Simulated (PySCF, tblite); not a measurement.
**C₅H₆ClFS: geometry, infrared bands and NMR shifts**

Aim: predict the infrared bands and NMR shifts of C₅H₆ClFS (`F[C@@H]1CC(=S)[C@@H](Cl)C1`).

Computed with tblite 0.8.0 and PySCF 2.14.0, with density-fitted response routines of our own, on a single molecule in the gas phase. Atoms are numbered from 0 throughout.

### 1 The starting structure

14 atoms, charge 0, multiplicity 1; geometry from: force field or distance geometry start.

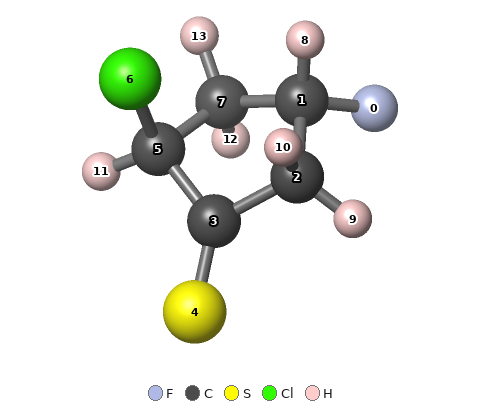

As it starts; fluorine light blue, carbon dark grey, sulfur yellow, chlorine green, hydrogen pink, atoms numbered; sticks join atoms by distance.

### 2 Geometry optimisation with GFN2-xTB

Job settings and geometry (Å):

```
{"job": {"kind": "relax", "xc": "GFN2-xTB", "basis": "xTB"}, "charge": 0, "multiplicity": 1}
F      0.383800    -2.289500     0.308400
C      0.233000    -1.086700    -0.357700
C      1.287100    -0.115900     0.134600
C      0.478000     1.004200     0.752500
S      0.849500     1.849800     1.857400
C     -0.808900     0.992400    -0.028500
Cl    -0.497100     1.508500    -1.702100
C     -1.109000    -0.493100    -0.049500
H      0.353800    -1.243000    -1.444900
H      2.029200    -0.534000     0.803100
H      1.715700     0.326800    -0.798500
H     -1.601000     1.588500     0.428100
H     -1.510800    -0.799400     0.949500
H     -1.804000    -0.709000    -0.874700
```

Run with:

```console
> OMP_NUM_THREADS=1 python probes_run.py task.json out
```

This one command runs all jobs of the session in turn.

Standard output:

```text
step      E/eV     max force
  0    -714.09681   12.198
  1    -714.39017    7.879
  2    -714.93389    3.524
  3    -715.06677    1.622
  4    -715.10453    0.490
  5    -715.13344    0.406
  6    -715.17024    0.476
  7    -715.17785    0.355
  8    -715.18619    0.317
  9    -715.19303    0.478
 10    -715.20077    0.398
 11    -715.20607    0.172
 12    -715.21051    0.177
 13    -715.21515    0.346
 14    -715.22009    0.363
 15    -715.22435    0.209
 16    -715.22778    0.143
 17    -715.23079    0.163
 18    -715.23380    0.209
 19    -715.23691    0.205
 20    -715.23995    0.166
 21    -715.24290    0.141
 22    -715.24624    0.182
 23    -715.25018    0.187
 24    -715.25444    0.210
 25    -715.25870    0.173
 26    -715.26255    0.156
 27    -715.26570    0.137
 28    -715.26834    0.161
 29    -715.27037    0.118
 30    -715.27174    0.122
 31    -715.27284    0.085
 32    -715.27382    0.093
 33    -715.27466    0.079
 34    -715.27528    0.087
 35    -715.27571    0.051
 36    -715.27602    0.061
 37    -715.27627    0.063
 38    -715.27648    0.056
 39    -715.27666    0.032
 40    -715.27679    0.038
 41    -715.27695    0.036
 42    -715.27712    0.051
 43    -715.27731    0.044
 44    -715.27751    0.043
 45    -715.27777    0.052
 46    -715.27809    0.057
 47    -715.27851    0.068
 48    -715.27902    0.050
 49    -715.27962    0.066
 50    -715.28031    0.073
 51    -715.28105    0.109
 52    -715.28190    0.111
 53    -715.28302    0.087
 54    -715.28451    0.104
 55    -715.28627    0.113
 56    -715.28794    0.162
 57    -715.28937    0.142
 58    -715.29074    0.096
 59    -715.29156    0.144
 60    -715.29131    0.131
 61    -715.29342    0.066
 62    -715.29387    0.084
 63    -715.29453    0.059
 64    -715.29483    0.064
 65    -715.29528    0.071
 66    -715.29563    0.026
 67    -715.29570    0.019
 68    -715.29576    0.021
 69    -715.29578    0.019
 70    -715.29581    0.014
 71    -715.29582    0.010
```

It took 0.71 s on 1 thread of Intel Xeon at 2.70GHz, shared host.

The steps of the relaxation: (not every step is listed)

| step | energy from step 0 (eV) | largest force (eV/Å) |
| --- | --- | --- |
| 0 | 0.0000 | 12.1976 |
| 1 | -0.2934 | 7.8790 |
| 2 | -0.8371 | 3.5240 |
| 3 | -0.9700 | 1.6218 |
| 4 | -1.0077 | 0.4898 |
| 5 | -1.0366 | 0.4058 |
| 6 | -1.0734 | 0.4756 |
| 7 | -1.0810 | 0.3555 |
| 8 | -1.0894 | 0.3165 |
| 13 | -1.1183 | 0.3460 |
| 18 | -1.1370 | 0.2088 |
| 23 | -1.1534 | 0.1867 |
| 28 | -1.1715 | 0.1613 |
| 33 | -1.1779 | 0.0786 |
| 38 | -1.1797 | 0.0563 |
| 43 | -1.1805 | 0.0441 |
| 48 | -1.1822 | 0.0503 |
| 53 | -1.1862 | 0.0871 |
| 58 | -1.1939 | 0.0964 |
| 63 | -1.1977 | 0.0585 |
| 66 | -1.1988 | 0.0261 |
| 67 | -1.1989 | 0.0188 |
| 68 | -1.1989 | 0.0212 |
| 69 | -1.1990 | 0.0190 |
| 70 | -1.1990 | 0.0145 |
| 71 | -1.1990 | 0.0096 |

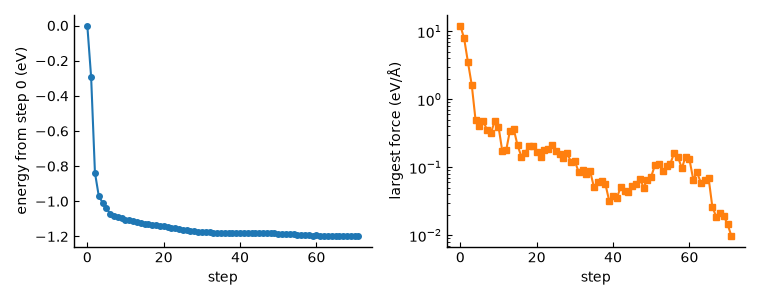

Energy and force, step by step.

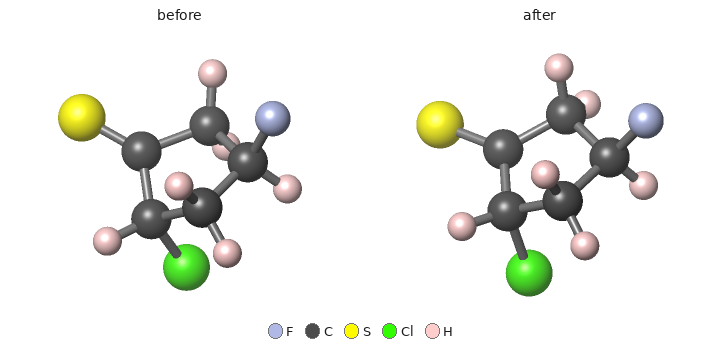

The geometry before (left) and after (right).

Distances of close pairs at the start and the end, largest changes first:

| bond | before (Å) | after (Å) | change (Å) |
| --- | --- | --- | --- |
| C3–S4 | 1.440 | 1.615 | +0.174 |
| C1–C7 | 1.499 | 1.533 | +0.034 |
| C5–Cl6 | 1.779 | 1.808 | +0.029 |
| C2–H10 | 1.118 | 1.091 | -0.027 |
| C7–H12 | 1.119 | 1.092 | -0.027 |
| C2–C3 | 1.514 | 1.495 | -0.019 |
| C1–C2 | 1.515 | 1.533 | +0.018 |
| C7–H13 | 1.100 | 1.088 | -0.012 |

The next job starts from the end point, and lists it.

### 3 Vibrational analysis with GFN2-xTB

Job settings and geometry (Å):

```
{"job": {"kind": "ir", "xc": "GFN2-xTB", "basis": "xTB"}, "charge": 0, "multiplicity": 1}
F      0.396533    -2.391663    -0.069121
C      0.262683    -1.084924    -0.472803
C      1.268926    -0.182421     0.251114
C      0.530811     1.080297     0.559405
S      1.128097     2.365516     1.332904
C     -0.872051     0.962741     0.045723
Cl    -0.881165     1.725821    -1.593303
C     -1.113274    -0.531493    -0.084237
H      0.411583    -1.081804    -1.557640
H      1.586423    -0.662747     1.181301
H      2.171030     0.012395    -0.330218
H     -1.608462     1.505468     0.636309
H     -1.394762    -0.943161     0.887528
H     -1.887052    -0.774498    -0.809130
```

Standard output:

```text
mode    cm-1     km/mol
  1      58.8      6.02
  2      83.2      3.44
  3     146.1      2.80
  4     248.4      9.18
  5     275.6      7.30
  6     396.5      5.60
  7     416.3      2.62
  8     459.9      2.23
  9     501.3      1.90
 10     597.0      4.78
 11     653.5      9.41
 12     832.8      2.35
 13     868.9      2.42
 14     904.2      1.58
 15     983.5      8.11
 16    1015.8      7.77
 17    1052.9     60.88
 18    1085.5     22.86
 19    1096.8      8.97
 20    1146.6     36.81
 21    1156.6     13.28
 22    1169.9      1.25
 23    1189.2     27.57
 24    1221.3     10.86
 25    1261.7      6.01
 26    1270.3      7.94
 27    1306.9      4.44
 28    1326.0     79.52
 29    1418.0     25.23
 30    1454.6     14.13
 31    2938.2     20.10
 32    2959.4      2.18
 33    2985.3      6.02
 34    2990.1      7.31
 35    2993.8      3.85
 36    3029.7      8.01
```

It took 0.68 s on 1 thread of Intel Xeon at 2.70GHz, shared host.

Which atoms move in the most intense modes:

| cm⁻¹ | km/mol | atoms |
| --- | --- | --- |
| 1053 | 60.9 | C1 38 %, H9 18 %, F0 18 % |
| 1086 | 22.9 | H12 22 %, H10 22 %, H11 13 %, H13 12 % |
| 1147 | 36.8 | C3 45 %, H11 23 % |
| 1189 | 27.6 | H11 31 %, C3 19 %, C5 15 % |
| 1326 | 79.5 | C3 25 %, C2 15 % |
| 1418 | 25.2 | H10 45 %, H9 45 % |
| 1455 | 14.1 | H13 45 %, H12 45 % |
| 2938 | 20.1 | H8 87 % |

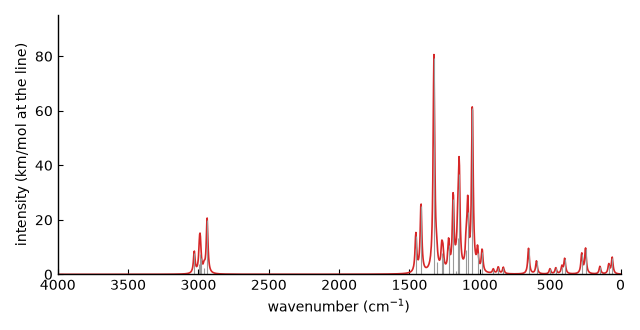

The infrared spectrum from these modes, unscaled. Lines are broadened to a width of 14 cm⁻¹ (Lorentzian).

### 4 Nuclear shieldings: PBE0/pcSseg-1

The job, as its differences from that of step 3:

```diff
@@ -1,2 +1,2 @@
-{"job": {"kind": "ir", "xc": "GFN2-xTB", "basis": "xTB"}, "charge": 0, "multiplicity": 1}
+{"job": {"kind": "nmr", "xc": "PBE0", "basis": "pcSseg-1"}, "charge": 0, "multiplicity": 1}
 F      0.396533    -2.391663    -0.069121
```

Level: GIAO PBE0/pcSseg-1 NMR shielding, non-relativistic, gas phase.

Standard output:

```text
coarse grid: 13488 points
cycle   1  E = -1151.5486533159  dE =  1.161e+00  |g| = 5.699e-01  |ddm| = 3.567e+00
cycle   2  E = -1151.4205040274  dE =  1.281e-01  |g| = 9.755e-01  |ddm| = 1.527e+00
cycle   3  E = -1151.6116541151  dE = -1.912e-01  |g| = 1.737e-01  |ddm| = 1.107e+00
cycle   4  E = -1151.6184497714  dE = -6.796e-03  |g| = 6.444e-02  |ddm| = 2.462e-01
cycle   5  E = -1151.6194651573  dE = -1.015e-03  |g| = 1.623e-02  |ddm| = 8.629e-02
cycle   6  E = -1151.6195179596  dE = -5.280e-05  |g| = 3.266e-03  |ddm| = 1.675e-02
cycle   7  E = -1151.6195200122  dE = -2.053e-06  |g| = 1.014e-03  |ddm| = 3.964e-03
final grid: 123368 points
cycle   8  E = -1151.6759056019  dE = -3.504e-05  |g| = 1.131e-02  |ddm| = 3.269e-02
cycle   9  E = -1151.6758127662  dE =  9.284e-05  |g| = 2.198e-02  |ddm| = 3.385e-02
cycle  10  E = -1151.6759351214  dE = -1.224e-04  |g| = 2.642e-03  |ddm| = 2.576e-02
cycle  11  E = -1151.6759368112  dE = -1.690e-06  |g| = 5.258e-04  |ddm| = 2.966e-03
cycle  12  E = -1151.6759368626  dE = -5.142e-08  |g| = 1.468e-04  |ddm| = 5.150e-04
cycle  13  E = -1151.6759368657  dE = -3.079e-09  |g| = 3.886e-05  |ddm| = 1.448e-04
cycle  14  E = -1151.6759368660  dE = -3.290e-10  |g| = 6.171e-06  |ddm| = 5.506e-05
converged SCF energy = -1151.6759368660

GIAO shielding tensors (ppm)
atom      isotropic    diamagn.    paramagn.     s11        s22        s33       span
  0 F      384.139     469.878     -85.739    368.889    382.195    401.333     32.444
  1 C       90.672     242.156    -151.484     47.836     80.916    143.266     95.430
  2 C      127.605     247.089    -119.484    103.708    120.363    158.745     55.038
  3 C      -87.434     259.512    -346.946   -249.380   -127.395    114.471    363.851
  4 S     -563.596    1055.498   -1619.094  -2019.629   -380.349    709.189   2728.818
  5 C      117.044     246.994    -129.950    102.675    114.114    134.343     31.668
  6 Cl     671.149    1146.566    -475.417    315.243    662.057   1036.147    720.904
  7 C      140.063     246.544    -106.481    118.019    139.548    162.622     44.603
  8 H       25.589      28.277      -2.688     22.327     26.695     27.744      5.417
  9 H       28.445      28.445      -0.000     24.490     28.688     32.157      7.667
 10 H       27.721      28.076      -0.355     24.720     27.266     31.177      6.457
 11 H       27.274      30.221      -2.947     23.334     26.333     32.155      8.821
 12 H       29.146      29.349      -0.203     25.270     27.829     34.339      9.069
 13 H       28.757      28.950      -0.193     25.083     28.159     33.030      7.947
```

It took 55 s on 1 thread of Intel Xeon at 2.70GHz, shared host; peak memory 0.89 GiB.

Shifts follow as δ = σ(reference) − σ, with reference shieldings (ppm) from runs at the same level and on the same kind of geometry: 1H TMS 31.72, 13C TMS 186.9, 19F CFCl3 170.9, 33S CS2 504, 35Cl HCl 950. The references are single molecules in the gas phase, so shifts against H2O, NH3, PH3, H3PO4 or CFCl3 are not on the usual liquid scales and can be off by tens of ppm.

| atoms | environment | σ (ppm) | δ (ppm) | δ scaled to CDCl3 |
| --- | --- | --- | --- | --- |
| C3 | thiocarbonyl carbon | -87.4 | 274.4 | 261.4 |
| C1 | sp3 CH bonded to F | 90.7 | 96.3 | 92.0 |
| C5 | sp3 CH bonded to Cl | 117.0 | 69.9 | 66.3 |
| C2 | sp3 CH2 in a ring | 127.6 | 59.3 | 56.0 |
| C7 | sp3 CH2 in a ring | 140.1 | 46.9 | 43.8 |
| H8 | hydrogen on an sp3 CH bonded to F | 25.59 | 6.13 | 5.88 |
| H11 | hydrogen on an sp3 CH bonded to Cl | 27.27 | 4.44 | 4.29 |
| H10 | hydrogen on an sp3 CH2 in a ring | 27.72 | 4.00 | 3.87 |
| H9 | hydrogen on an sp3 CH2 in a ring | 28.45 | 3.27 | 3.19 |
| H13 | hydrogen on an sp3 CH2 in a ring | 28.76 | 2.96 | 2.90 |
| H12 | hydrogen on an sp3 CH2 in a ring | 29.15 | 2.57 | 2.53 |
| F0 | fluorine on an sp3 carbon | 384.1 | -213.2 | – |
| S4 | thione sulfur | -564 | 1067 | – |
| Cl6 | chlorine bonded to C | 671 | 279 | – |

The scaled column applies a straight-line fit of computed shieldings to shifts measured in CDCl3, with any fitted terms for Cl, Br or S neighbours, and one for carbons that bear F (root-mean-square error 0.16 ppm for H, 1.9 ppm for C).

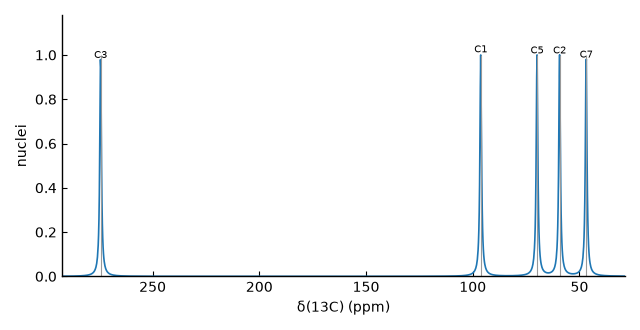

13C lines at the computed shifts, without couplings. Lines are broadened to a width of 0.91 ppm (Lorentzian).

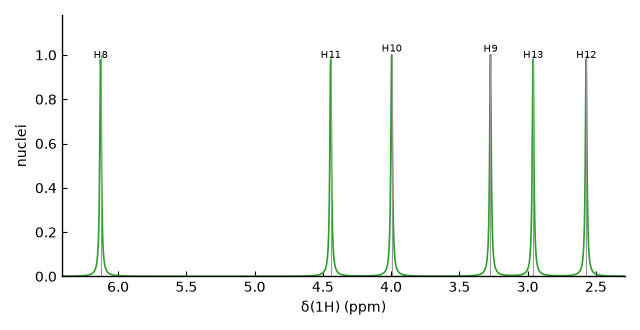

1H lines at the computed shifts, without couplings. Lines are broadened to a width of 0.01 ppm (Lorentzian).

Charges from the same density, by scheme (e):

| atoms | Mulliken | IAO | Hirshfeld | ESP fit |
| --- | --- | --- | --- | --- |
| F0 | -0.33 | -0.32 | -0.12 | -0.32 |
| C1 | 0.16 | 0.18 | 0.06 | 0.47 |
| C2 | -0.07 | -0.31 | -0.08 | -0.32 |
| C3 | -0.29 | -0.05 | 0.04 | 0.11 |
| S4 | 0.01 | -0.03 | -0.10 | -0.17 |
| C5 | -0.23 | -0.10 | 0.01 | -0.11 |
| Cl6 | -0.07 | -0.10 | -0.05 | -0.12 |
| C7 | -0.12 | -0.29 | -0.09 | -0.12 |

ESP fit charges:

F0 -0.32; C1 0.47; C2 -0.32; C3 0.11; S4 -0.17; C5 -0.11; Cl6 -0.12; C7 -0.12; H8 0.01; H9 0.15; H10 0.12; H11 0.13; H12 0.12; H13 0.05

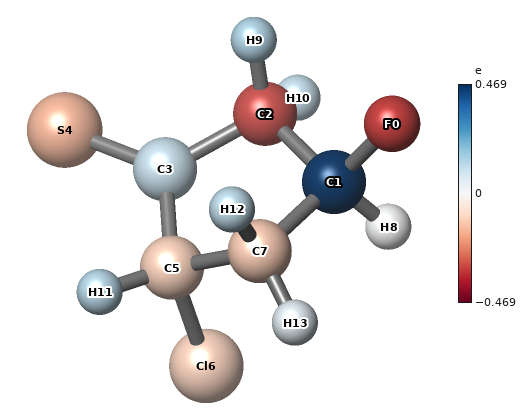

ESP fit charges, as colours on the atoms.

Mayer bond orders: F0–C1 0.88, C1–C2 1.00, C2–C3 0.96, C3–S4 1.94, C3–C5 0.90, C5–Cl6 1.01, C5–C7 0.97, C7–C1 1.00.

Ring of atoms C1, C2, C3, C5, C7: NICS(0) 1.9, NICS(1) -2.8, NICS(1)zz -2.7 ppm (means of both faces).

### 5 Summary of results

| quantity | value |
| --- | --- |
| strongest single infrared mode (GFN2-xTB) | 1326 cm⁻¹, 80 km/mol |
| zero-point energy (GFN2-xTB) | 62.2 kcal/mol |
| 13C shifts against TMS (PBE0/pcSseg-1) | 274.4, 96.3, 69.9, 59.3, 46.9 ppm |
| 1H shifts against TMS (PBE0/pcSseg-1) | 6.13, 4.44, 4.00, 3.27, 2.96, 2.57 ppm |
| 19F shifts against CFCl3 (PBE0/pcSseg-1) | -213.2 ppm |
| 33S shifts against CS2 (PBE0/pcSseg-1) | 1067 ppm |
| 35Cl shifts against HCl (PBE0/pcSseg-1) | 279 ppm |

In words: Over 71 steps the energy fell by 1.199 eV; of the close pairs, C3–S4 changed most, 1.440 to 1.615 Å. No mode is imaginary among the 36: a minimum at this level. The strongest single mode, at 1326 cm⁻¹, is spread over many atoms; the largest shares are those of C3, C2. Unscaled tight-binding wavenumbers are off by several per cent, some by more. Its intensities can rank the bands wrongly. C3 (thiocarbonyl carbon) lies farthest downfield among carbon, at 274.4 ppm; the small n→π* gap of C=S deshields it strongly. H8 (hydrogen on an sp3 CH bonded to F) lies farthest downfield among hydrogen, at 6.13 ppm; its carbon carries F, hence the downfield position. At PBE0/pcSseg-1: The widest tensor belongs to S4: span 2729 ppm, with a paramagnetic part of -1619 ppm.
